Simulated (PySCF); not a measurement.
Al₂F₄S

```yaml
atoms:
  - { symbol: Al, position_ang: [-1.3036, 0.7546, 0.1650] }
  - { symbol: F, position_ang: [0.0564, 0.6656, -0.9583] }
  - { symbol: F, position_ang: [-2.4910, 1.8176, -0.2235] }
  - { symbol: S, position_ang: [-0.6472, -0.6842, 1.5434] }
  - { symbol: Al, position_ang: [1.0107, -0.6947, -0.0059] }
  - { symbol: F, position_ang: [1.0372, -1.9887, -1.0407] }
  - { symbol: F, position_ang: [2.4295, 0.0279, 0.4514] }
```

Geometry: PBE0-D3(BJ)/def2-SVP.

The calculation used PySCF, PBE0/pcSseg-1 Al:pcSseg-2, SCF density, gas phase, non-relativistic.

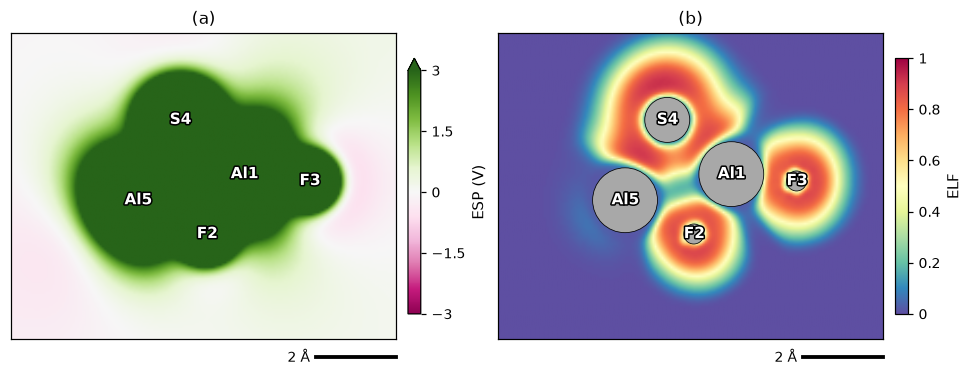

Figure 1. (a) molecular electrostatic potential; (b) electron localisation function on the plane of atoms F3, Al1 and S4. Grey discs cover the atomic cores in the ELF map.

> Interpret the plot.

The plane passes through Al, F and S nuclei. Al–F (1.64 Å): the ELF peaks at about 0.80 in the valence shell of F, 0.5 Å from its nucleus, and is about 0.35 at the midpoint. Al–S (2.10 Å): the ELF peaks at about 0.85 in the valence shell of S, 1.0 Å from its nucleus, and is about 0.80 at the midpoint. Al–F (1.77 Å): the ELF peaks at about 0.85 in the valence shell of F, 0.5 Å from its nucleus, and is about 0.35 at the midpoint. Al–S (2.27 Å): the ELF peaks at about 0.90 in the valence shell of S, 1.0 Å from its nucleus, and is about 0.90 at the midpoint. The ELF also peaks beside F2, F3 and S4, away from the bonds: lone-pair regions. Outside the dense part of the molecule the potential is most negative (−0.5 V) near F3.

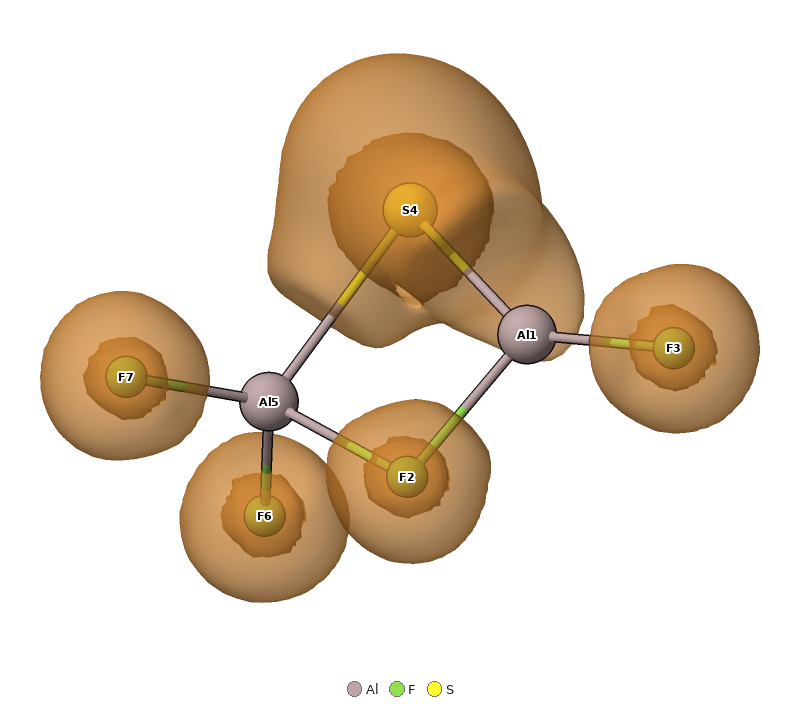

Figure 2. Isosurface of the ELF at 0.75 (orange), seen at a tilt. Only the valence region is drawn (cores and ρ < 0.01 e/Å³ removed).

> Describe the localisation domains.

The surface consists of one region on S in which the atom's valence shell and bonds are merged and four regions wrapped around F (the valence shell of each).
